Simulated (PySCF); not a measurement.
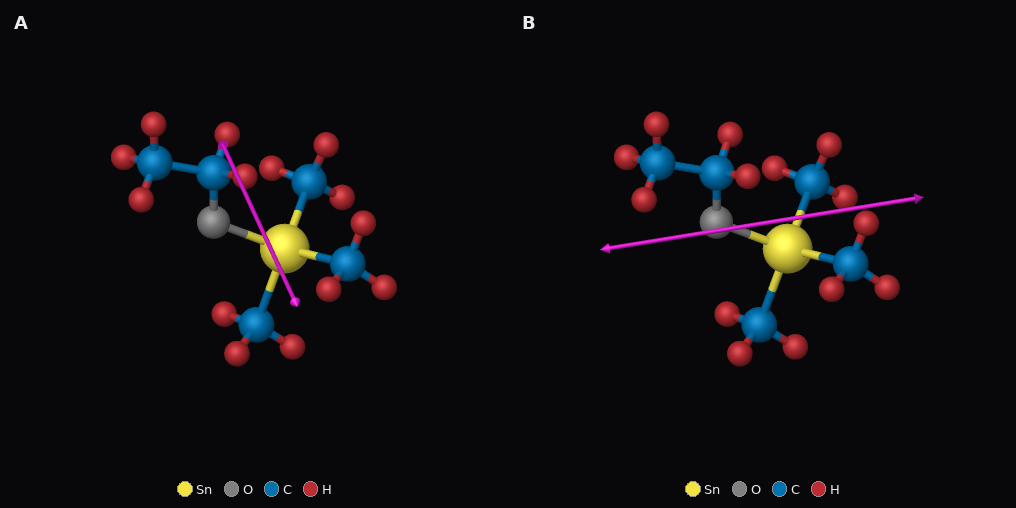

The double arrows show the directions of two transition dipoles from the ground state (lengths mean nothing). The computed structure is the end point of a PBE0-D3(BJ)/def2-SVP optimisation. No frequency run is at hand to confirm it as a minimum. Method: TDDFT B3LYP/def2-SVPD, vertical, gas phase, core orbitals frozen in the response, core potentials on Sn (PySCF 2.14.0).

> One belongs to singlet state 1 and one to singlet state 3. Which is which?

A: state 1, 5.66 eV (219 nm), oscillator strength 0.021, mainly HOMO → LUMO (weight 0.92).
B: state 3, 6.31 eV (197 nm), oscillator strength 0.036, mainly HOMO−1 → LUMO (weight 0.97).
